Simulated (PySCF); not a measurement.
## Electronic structure of C₇H₁₀Si (SMILES Cc1ccccc1[SiH3]) in real space

Input file:

```
{"job": {"kind": "nmr", "xc": "PBE0", "basis": "pcSseg-1"}, "charge": 0, "multiplicity": 1}
C     -0.678019    -1.975409    -0.061515
C      0.182583    -0.749702    -0.024475
C      1.564701    -0.875397    -0.028299
C      2.383664     0.239665     0.005083
C      1.819463     1.502020     0.043455
C      0.442722     1.632060     0.048352
C     -0.397733     0.523183     0.015229
Si    -2.268109     0.771793     0.025635
H     -0.070419    -2.877108    -0.089972
H     -1.321467    -1.962603    -0.939983
H     -1.319549    -2.016848     0.817487
H      2.009750    -1.860879    -0.058482
H      3.457624     0.121335     0.001649
H      2.448595     2.380276     0.069121
H      0.006524     2.620872     0.078934
H     -2.862115     0.199589    -1.187271
H     -2.548550     2.207960     0.070772
H     -2.858426     0.125511     1.202623
```

Launched as:

```sh
OMP_NUM_THREADS=1 python probes_run.py task.json out
```

Geometry: GFN2-xTB.

Level of theory: PBE0/pcSseg-1, SCF density, gas phase, non-relativistic (PySCF).

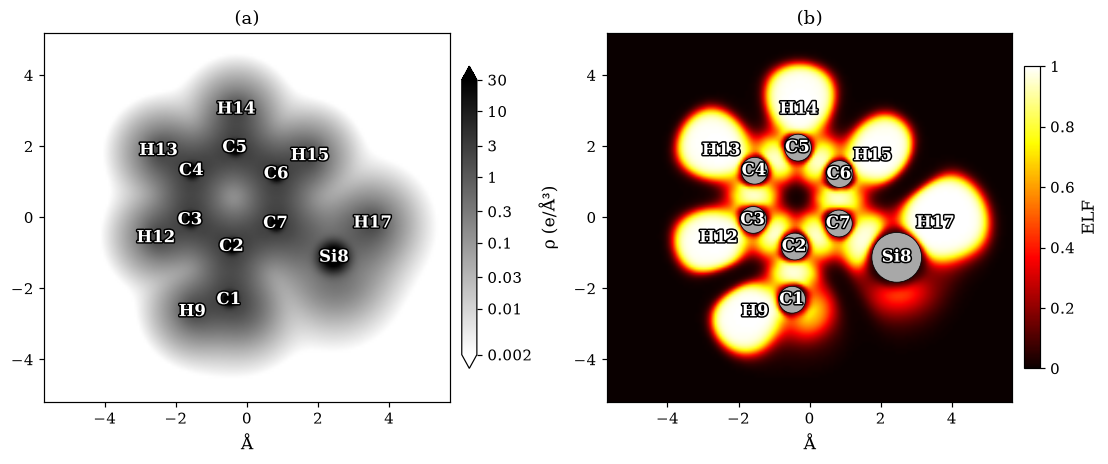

Figure 1. (a) electron density; (b) electron localisation function on the plane of atoms C1, C2 and C7. Grey discs cover the atomic cores in the ELF map.

### What do the fields say about this system?

The section cuts through C, Si and H sites.
C–C (1.38 Å): ρ at the midpoint is about 2.1 e/Å³; the ELF peaks at about 0.95 between the atoms, as expected for localised, covalent bonding.
C–Si (1.89 Å): the density is about 0.94 e/Å³ at the midpoint; the ELF peaks at about 0.95 between the atoms: localised, covalent bonding.
C–H (1.08 Å): ρ at the midpoint is about 2 e/Å³; the ELF climbs to about 1 towards the hydrogen, as it does in any bond to H (a covalent bond by its length).
C–C (1.50 Å): ρ at the midpoint is about 1.7 e/Å³; the ELF peaks at about 0.95 between the atoms: a covalent bond.
Si–H (1.46 Å): ρ at the midpoint is about 0.81 e/Å³; the ELF climbs to about 1 towards the hydrogen.

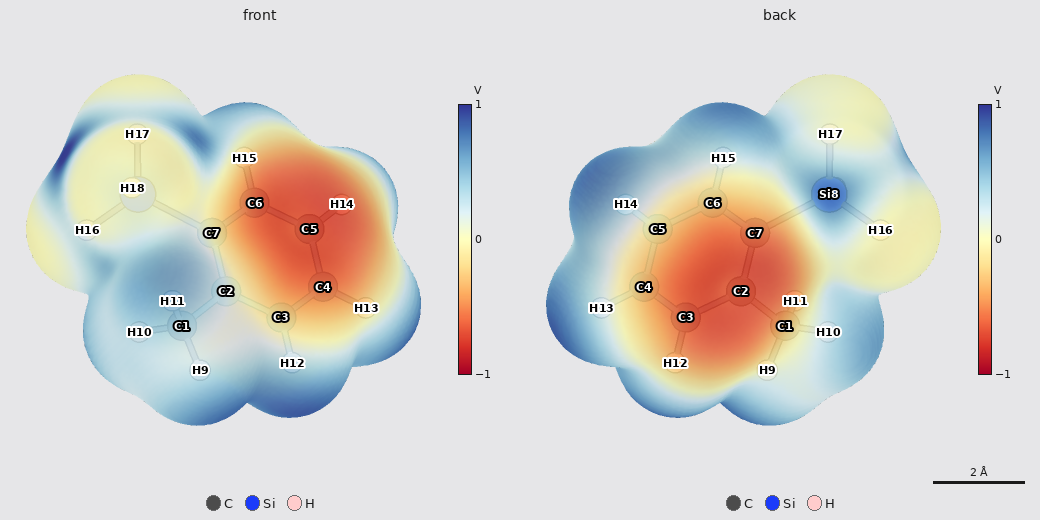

Figure 2. The molecular electrostatic potential painted on the density surface at 0.002 e/bohr³, seen from the front and from behind; the colour scale runs from red (negative) to blue (positive).

### Where is the surface potential most negative and most positive?

The most negative region (about −0.7 V) lies over the π face of the C atoms, the most positive (about +0.9 V) over Si8, H12 and H13.

### How polar is the molecule by this calculation?

Its dipole moment is 0.68 D.
